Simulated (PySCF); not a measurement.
F₆O₃Si₃ (SMILES F[Si]1(F)O[Si](F)(F)O[Si](F)(F)O1)

Input

```
{"job": {"kind": "nmr", "xc": "PBE0", "basis": "pcSseg-1"}, "charge": 0, "multiplicity": 1}
F      1.868827    -2.155763     0.658326
Si     1.224552    -1.126474    -0.367514
F      1.901706    -1.349712    -1.788161
O     -0.390632    -1.371007    -0.468595
Si    -1.667212    -0.389577    -0.173268
F     -2.549885    -0.230780    -1.486248
F     -2.585993    -1.011174     0.965899
O     -1.084573     1.065513     0.300596
Si     0.441722     1.624978     0.502007
F      0.659109     2.102033     2.003195
F      0.701707     2.869312    -0.453527
O      1.476954     0.409850     0.139488
```

Command:

```sh
OMP_NUM_THREADS=1 python cluster_run.py task.json out
```

Geometry: PBE0-D3(BJ)/def2-SVP.

Computed with PBE0/pcSseg-1, SCF density, gas phase, non-relativistic (PySCF).

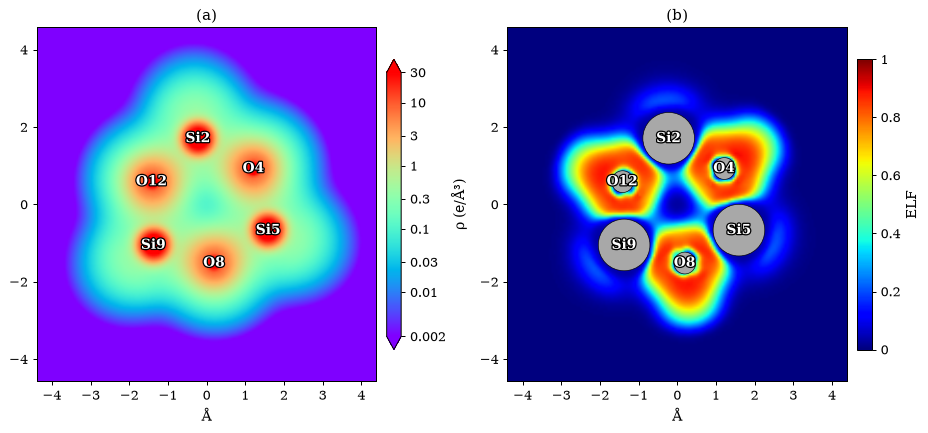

Figure 1. (a) total electron density; (b) electron localisation function on the plane of atoms Si5, O8 and Si9. Grey discs cover the atomic cores in the ELF map.

Q: Read the bonding off the picture.

A: Atoms in the plane: Si and O. Si–O (1.64 Å): ρ at the midpoint is about 1.1 e/Å³; the ELF peaks at about 0.85 between the atoms; a polar covalent bond. The ELF also peaks beside O8, O12 and O4, away from the bonds: lone-pair regions.

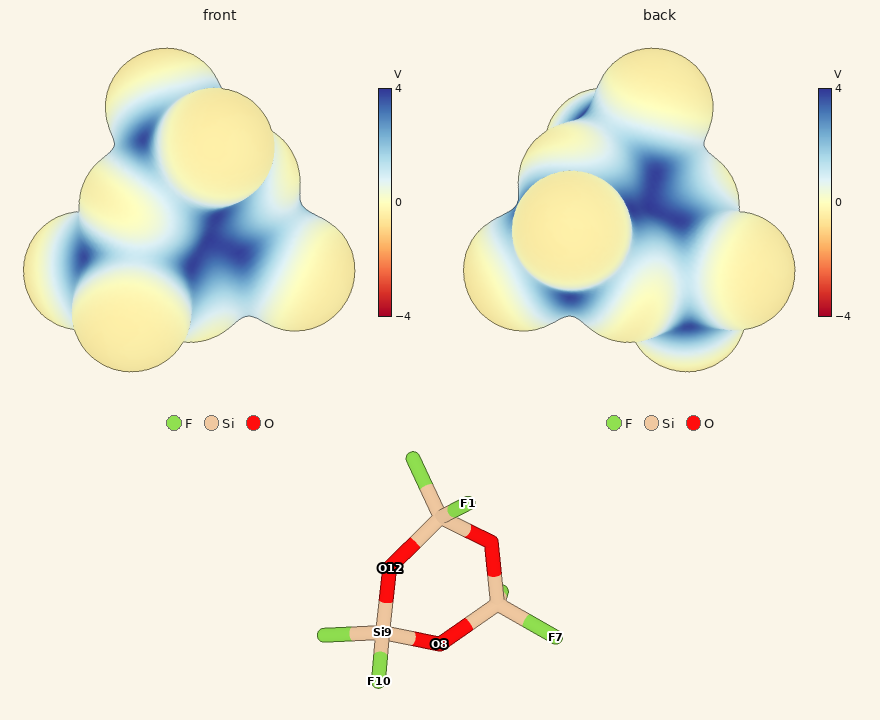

Figure 2. The electrostatic potential painted on the density surface at 0.004 e/bohr³, seen from the front and from behind; red is negative and blue positive. The bare structure is drawn below in the same view.

Q: Which sites attract a positive test charge, and which a negative one?

A: A positive charge is drawn to the negative regions and a negative charge to the positive ones. The most negative region (about −0.4 V) lies over the F atoms, the most positive (about +3.8 V) over Si2, Si5 and Si9.
